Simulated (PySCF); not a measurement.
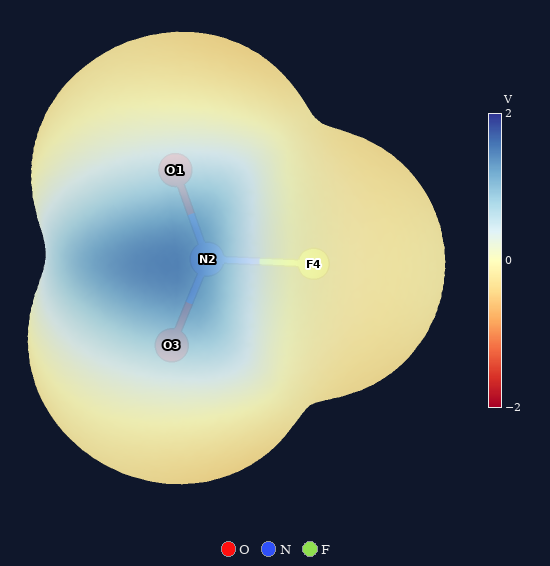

*FNO₂. The molecular electrostatic potential painted on the density surface at 0.001 e/bohr³, seen at a tilt; red is negative and blue positive.*

Geometry: PBE0-D3(BJ)/def2-SVP.

Level of theory: PBE0/pcSseg-1, SCF density, gas phase, non-relativistic in PySCF.

```xyz
4

O    -0.2442    1.1938    0.2865
N     0.1083    0.0760    0.3041
O     1.1475   -0.4645    0.2563
F    -0.9820   -0.8403    0.4076
```

Describe the electrostatic potential map.

The most negative region (about −0.4 V, or −9 kcal/mol for a unit charge) lies over O1 and O3, the most positive (about +1.5 V, or +35 kcal/mol for a unit charge) over N2.

What dipole moment does the calculation give?

Its dipole moment is 0.20 D.
